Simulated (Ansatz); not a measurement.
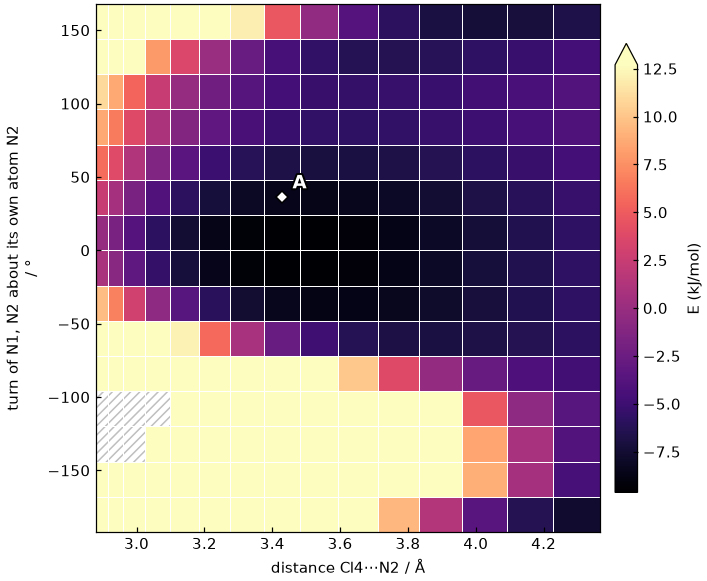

The pair N₂···CH₃Cl. The turn is about an axis along (0.00, 1.00, −0.01) in the frame of the relaxed pair, normal to the line between the partners. First axis: distance Cl4···N2. Second axis: turn of N1, N2 about its own atom N2. Grid: 15 × 15 points. At 7 points there is no value. Points are written as (first, second). Energies: kJ/mol, counted from the two partners far apart, frozen as in the relaxed pair, each in its own basis (no counterpoise correction). Energies and slopes of some neighbouring points disagree (a jump in structure or state, or too coarse a mesh). Method: Ansatz, RHF-MP2, frozen core/def2-SVPD.

Drawn: one coloured cell a grid point, one colour for all values above the top of the scale, hatched blanks where no value was computed, the point A.

Question: Which way does the force act at A, and how strong is it?

Answer: A, at (3.428 Å, 36°), is not a stationary point. The computed force is 2.2 kJ/mol for each Å towards larger values of distance Cl4···N2 and 0.063 kJ/mol for each degree towards smaller values of the second coordinate.
